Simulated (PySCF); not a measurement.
C₄H₁₆SSi₃, SMILES CS[SiH2][SiH2][Si](C)(C)C at its GFN2-xTB optimised geometry (Å):

```
24

C     -3.7428    -0.7537     0.9416
S     -2.0408    -1.0600     0.3977
Si    -1.0930    -1.4190     2.3081
Si     1.1451    -1.7904     1.8686
Si     2.0160    -0.6770     0.0000
C      3.9293    -0.6770     0.0000
C      1.4064     1.1336     0.0000
C      1.3909    -1.5171    -1.5954
H     -4.1235    -1.6319     1.4546
H     -4.3320    -0.5566     0.0518
H     -3.7624     0.1087     1.6014
H     -1.9145    -2.4780     2.9073
H     -1.4377    -0.2247     3.0898
H      1.8253    -1.4450     3.1303
H      1.3391    -3.2489     1.7909
H      4.3214    -0.1826     0.8838
H      4.3218    -1.6895    -0.0077
H      4.3320    -0.1630    -0.8686
H      1.7078     1.6608     0.9009
H      0.3222     1.1675    -0.0564
H      1.7940     1.6895    -0.8492
H      1.7320    -2.5459    -1.6673
H      0.3046    -1.5282    -1.6119
H      1.7275    -0.9964    -2.4877
```

Calculation: PBE0/def2-SVP run with PySCF. Cells within 0.4 Å of a nucleus heavier than hydrogen are left out (blank, or x).

Map of the LUMO amplitude (bohr^(-3/2)) on the plane z = 0.0 Å; orbital energy -0.32 eV, overall sign arbitrary:

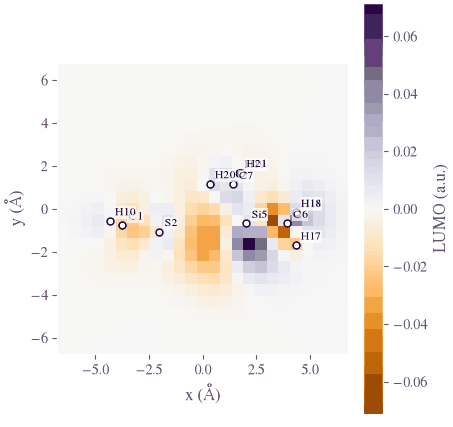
Figure. LUMO amplitude (bohr^(-3/2)) on the plane z = 0.0 Å.
